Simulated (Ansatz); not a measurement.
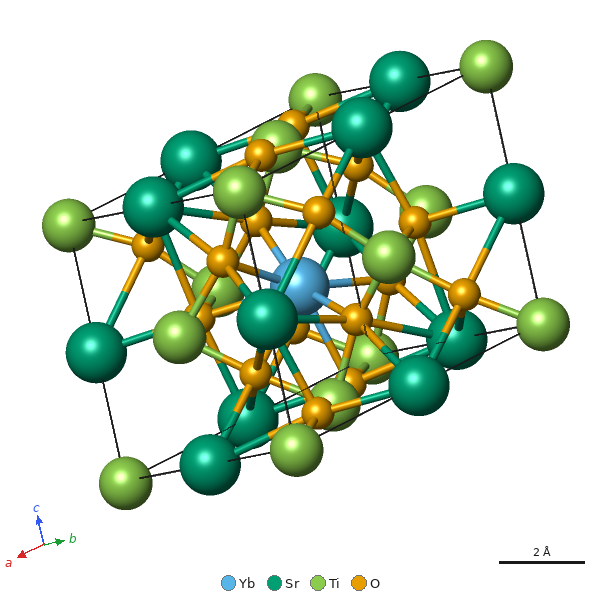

View from a general direction, drawn as a ball-and-stick model. The supercell is outlined; an atom on or near a face, edge or corner is repeated at each equivalent position. The host is SrTiO3, in a cell of 20 sites, and the cell is neutral.

What imperfection does the supercell contain?

Ytterbium on a strontium site (a substitutional impurity). It is bonded to eight O at about 2.5 to 2.6 Å.

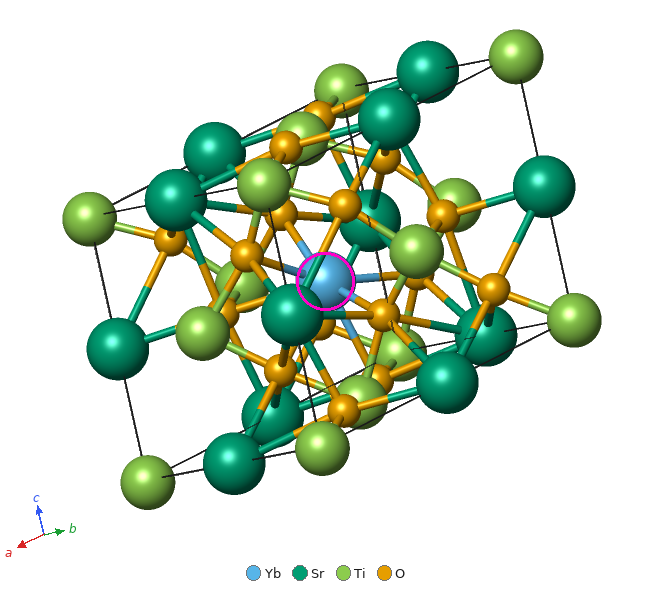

The same cell with a ring at the defect's site.

The atoms were relaxed in the host's cell with DFT PBE+U, scalar-relativistic, plane waves, PAW (Ansatz).
